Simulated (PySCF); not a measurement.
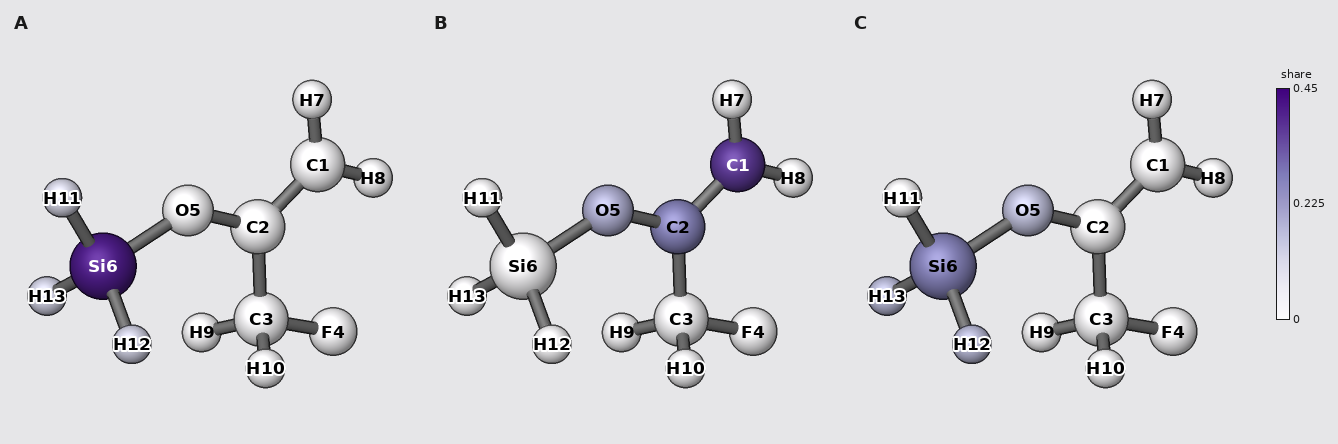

Each panel colours the atoms by their Löwdin share in one orbital (up to four of the largest shares; other atoms are shown as zero). Computed geometry: GFN2-xTB optimisation. No frequency run is at hand to confirm it as a minimum. Method: PBE0/def2-SVPD (PySCF 2.14.0).

### The panels show the HOMO−2, HOMO, LUMO, in some order. Which is which?

A: LUMO, −0.10 eV; Si6 0.41, H12 0.12, H13 0.12, H11 0.11
B: HOMO, −6.95 eV; C1 0.37, C2 0.26, O5 0.18
C: HOMO−2, −9.83 eV; Si6 0.26, H13 0.17, H12 0.17, O5 0.15

The geometry is semi-empirical. Around Si such bond lengths and angles can be off by a tenth of an ångström or more and by several degrees, and values that hang on the shape move with them.
